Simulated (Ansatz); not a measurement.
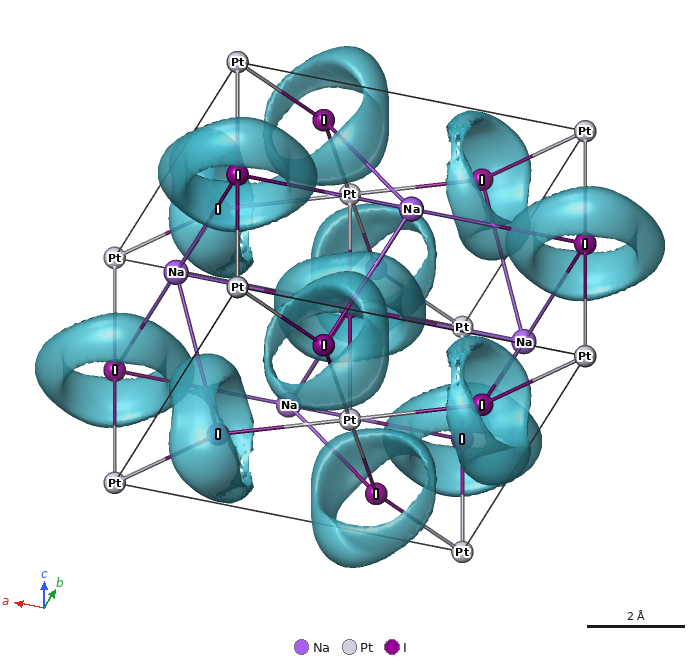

Figure. NaPtI3. Isosurface of the electron localisation function at 0.75 (cyan), seen at an oblique angle. Only the valence region is drawn (cores and ρ < 0.01 e/Å³ removed). Sticks mark near contacts.

Space group P4/mbm; a structure generated by program, which may or may not match a known phase.

The calculation used Ansatz 0.2.0, DFT PBE, scalar-relativistic, plane waves, PAW.

Core electrons are frozen (PAW), and the valence fields are smoothed inside the atomic spheres.

Q: Where are the electrons localised?

A: The surface consists of six regions wrapped around I (the valence shell of each), counted in one cell of 10 atoms. Any copies at cell faces, edges or corners count once.

Values along the shortest contacts:
Pt–I (2.80 Å): the ELF is about 0.40 at the midpoint and 0.25 at its lowest between the atoms; no localised pair shows between them. Na–I (3.48 Å): the ELF peaks at about 0.85 in the valence shell of I, 1.4 Å from its nucleus, and is about 0.70 at the midpoint.
